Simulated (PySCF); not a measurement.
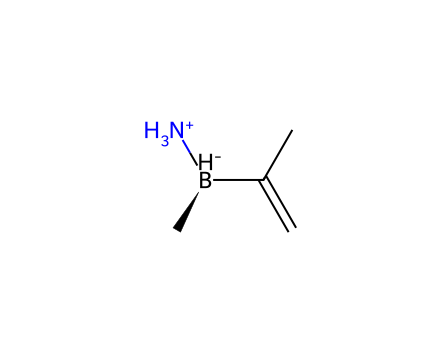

2D structure.

Give its SMILES.

Answer. C=C(C)[B@@H-](C)[NH3+]

Give the formula, hydrogens included.

Answer. C4H12BN.

An optimisation with PBE0-D3(BJ)/def2-SVP gave a structure of which point group?

Answer. C1.

More results for the same structure follow; atom numbers are the same in all pictures, views and colours differ. The computed structure is the end point of a PBE0-D3(BJ)/def2-SVP optimisation. No frequency run is at hand to confirm it as a minimum.

## Geometry

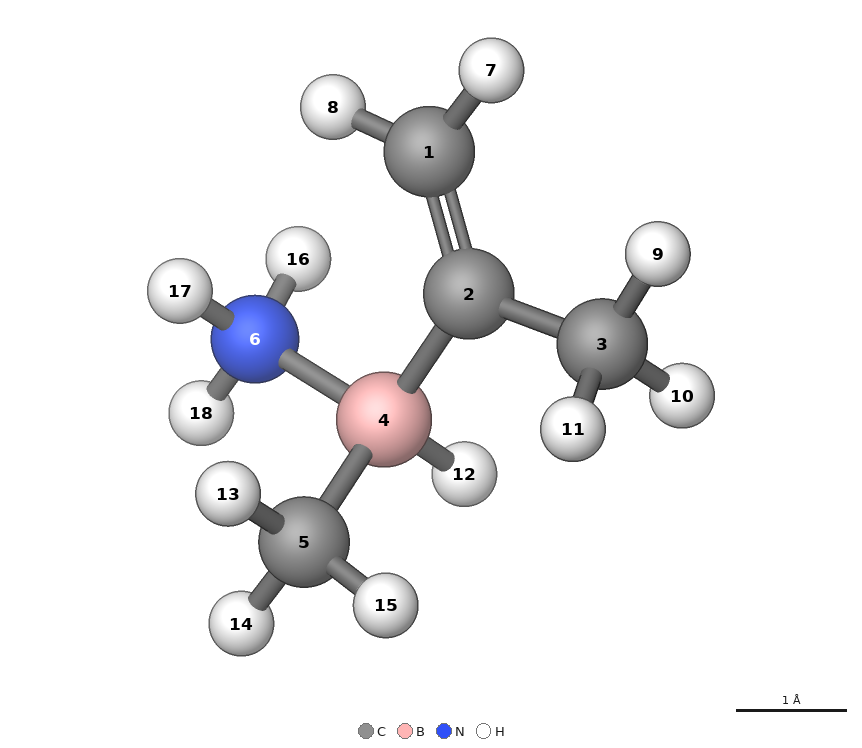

No frequency run is at hand to confirm it as a minimum.

What are the angles C1–C2–B4, C2–C1–H7, C2–C3–H9, C2–C3–H11, C2–B4–C5, C3–C2–B4, B4–C5–H15, B4–N6–H16, B4–N6–H17, C5–B4–N6, C5–B4–H12, N6–B4–H12?

```csv
angle,degrees
C1–C2–B4,125.3
C2–C1–H7,122.2
C2–C3–H9,112.9
C2–C3–H11,110.7
C2–B4–C5,114.7
C3–C2–B4,115.4
B4–C5–H15,110.6
B4–N6–H16,110.6
B4–N6–H17,110.6
C5–B4–N6,106.6
C5–B4–H12,112.6
N6–B4–H12,103.8
```

## Dipole moment

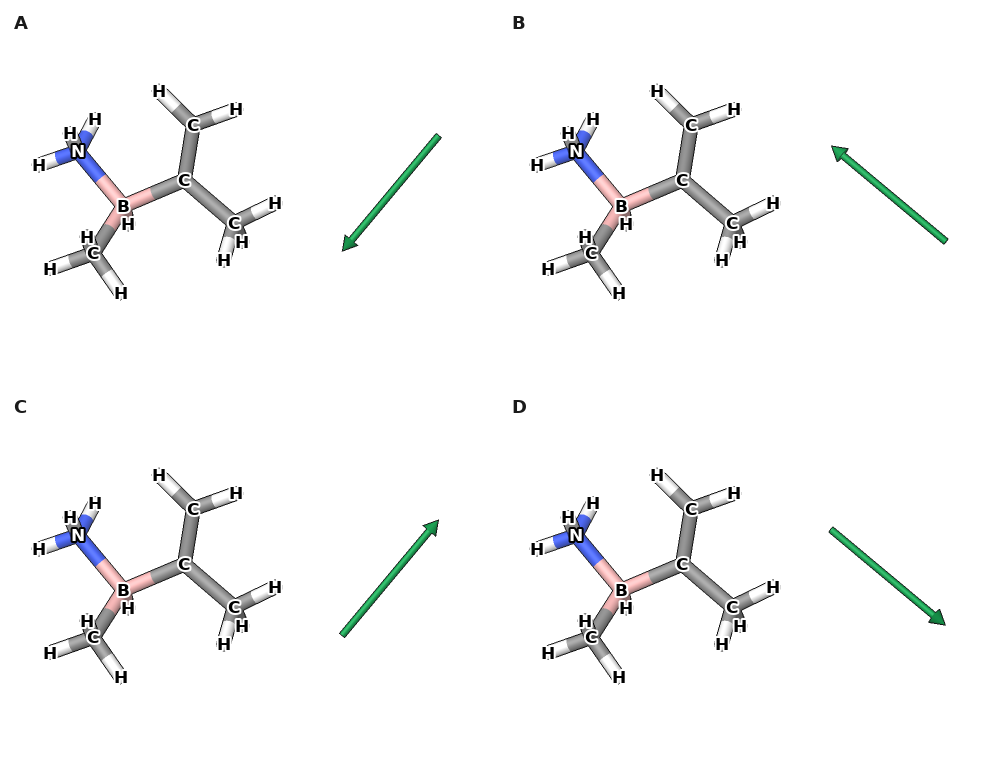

The same molecule four times, each with an arrow. No frequency run is at hand to confirm it as a minimum. Properties computed with ωB97X-D/def2-SVPD, gas phase (PySCF 2.14.0).

Which arrow points along the dipole moment, from the negative to the positive end?

Answer. B. The dipole moment is 4.41 D.

## Core levels

No frequency run is at hand to confirm it as a minimum. Level of theory: delta-SCF UKS SCAN, pcX-2 on the ionised atom, pcseg-1 elsewhere, spin-free X2C (PySCF 2.14.0).

Give the core-electron binding energies (to vacuum) of C1 1s, C2 1s, C3 1s, B4 1s, C5 1s, N6 1s.

| atom | level | binding energy (eV) |
| --- | --- | --- |
| C1 | 1s | 289.1 |
| C2 | 1s | 289.2 |
| C3 | 1s | 289.9 |
| B4 | 1s | 194.0 |
| C5 | 1s | 289.1 |
| N6 | 1s | 407.9 |

## Polarisability

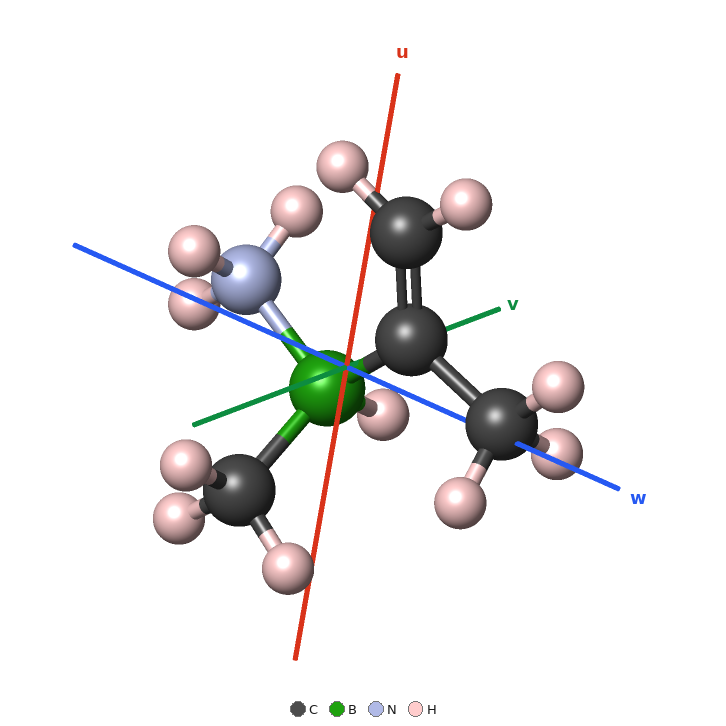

The lines u, v and w are the principal axes of the static dipole polarisability. No frequency run is at hand to confirm it as a minimum. Level of theory: ωB97X-D/def2-SVPD (PySCF 2.14.0).

Along which axis is the molecule most polarisable, and along which least?

Answer. Most along u, least along v.

Give the three principal values.

Answer. u 89.1, v 66.8, w 80.3 bohr³; mean 78.7, anisotropy 19.4 bohr³.

## Spin–spin coupling

No frequency run is at hand to confirm it as a minimum. Method: B3LYP/pcJ-1 indirect spin-spin coupling, non-relativistic, gas phase (PySCF 2.14.0). Isotopes: 11B, 13C, 1H, 15N.

Give the spin–spin coupling constants of these pairs, with the number of bonds between them: B4/C5, C2/N6, C3/B4, B4/H15, B4/H16, N6/H12, C3/N6, B4/H7, B4/H11, N6/H15.

| pair | bonds apart | J (Hz) |
| --- | --- | --- |
| B4, C5 | 1 | 50.3 |
| C2, N6 | 2 | −1.1 |
| C3, B4 | 2 | 5.9 |
| B4, H15 | 2 | −3.4 |
| B4, H16 | 2 | −2.3 |
| N6, H12 | 2 | −5.1 |
| C3, N6 | 3 | −1.4 |
| B4, H7 | 3 | 7.3 |
| B4, H11 | 3 | 1.8 |
| N6, H15 | 3 | −8.7 |
